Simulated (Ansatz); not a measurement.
Pulling on the Sn1–F3 bond in FHSn (SMILES [F][SnH]) (multiplicity 1 held, fragments rigid). Energies count from the point at 1.961 Å.
Geometry at that point (charge 0, multiplicity 1):
```xyz
3

Sn    -0.0910    -0.1737     0.2189
H     -1.0351    -1.0891    -1.0004
F      0.6204     1.0860    -1.1050
```

Restricted levels (R-, RO-) in cc, def2 and unpolarised 6-31G sets keep to the state of the molecule at rest. Unrestricted levels (U-) break spin symmetry where that is lower. Active spaces are followed from a long bond inwards. Curves can end on different states.

Cores are frozen in the correlated methods. Filled d and f shells under p-block atoms count as core.

The values were computed with Ansatz (Gaussian basis) for Hartree–Fock, density functionals and correlated methods.  In def2 rows elements past Kr take small-core potentials, without spin–orbit coupling.

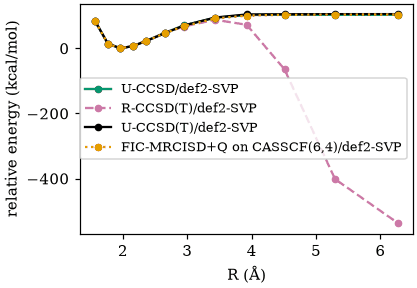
*Relative energy along the coordinate*

Doubts at one or more of the structures used: a spin-contaminated determinant (U-CCSD/def2-SVP, U-CCSD(T)/def2-SVP); T1 above 0.05 (U-CCSD/def2-SVP, R-CCSD(T)/def2-SVP, U-CCSD(T)/def2-SVP); a restricted determinant that unrestricted orbitals would lower (R-CCSD(T)/def2-SVP); other coupled-cluster roots lie near (R-CCSD(T)/def2-SVP); active orbitals that take no part (FIC-MRCISD+Q on CASSCF(6,4)/def2-SVP).

Ansatz is a program for electronic structure.
